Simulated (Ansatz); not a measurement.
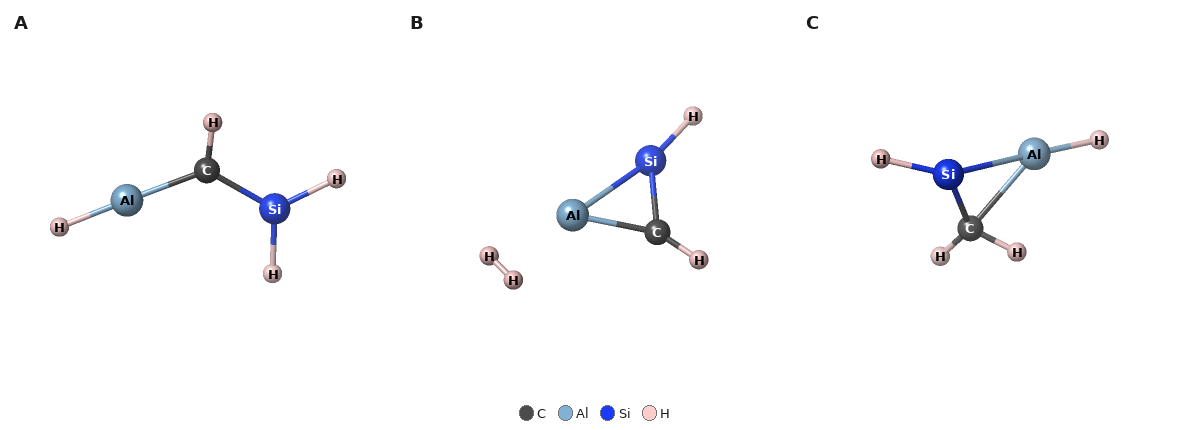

3 stationary structures of one formula. Charge +1, singlet. Geometries: PBE-D4/def2-SVP. Electronic energies: PBE-D4/def2-SVP (Ansatz 0.2.0), without zero-point energy. No frequency run is at hand to confirm each as a minimum. Each is one conformer, not always the lowest.

> Which structure is the most stable?

A is lowest (Cs); C lies 0.352 eV above it (C1), B lies 2.100 eV above it (Cs).
